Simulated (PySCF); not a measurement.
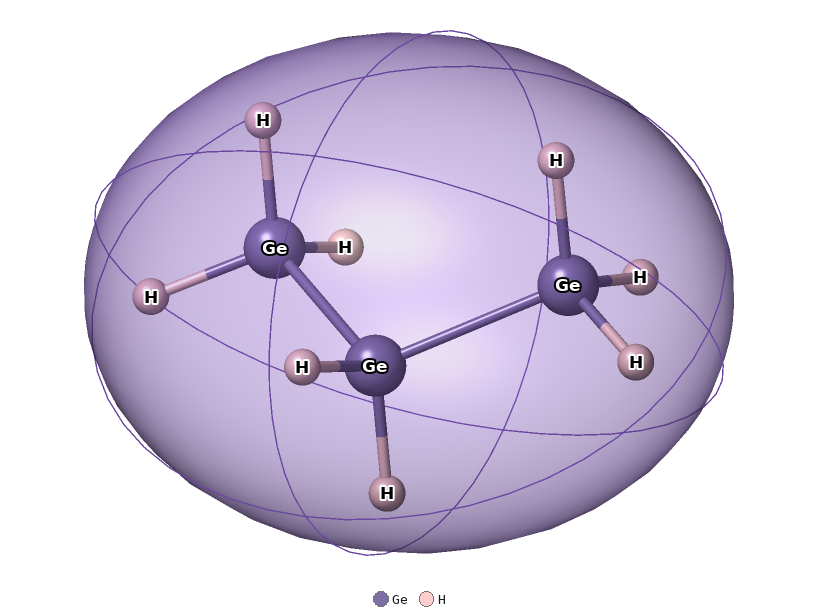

The ellipsoid shows the static dipole polarisability: its half-axes are proportional to the principal values. The computed structure is the end point of a PBE0-D3(BJ)/def2-SVP optimisation. No frequency run is at hand to confirm it as a minimum. Level of theory: CAM-B3LYP/def2-SVPD (PySCF 2.14.0).

**Give the principal values, the mean and the anisotropy.**

Principal values 86.8, 98.0, 128.0 bohr³; mean 104.2 bohr³ (15.45 Å³); anisotropy 36.9 bohr³, so the longest axis is 1.47 times the shortest.
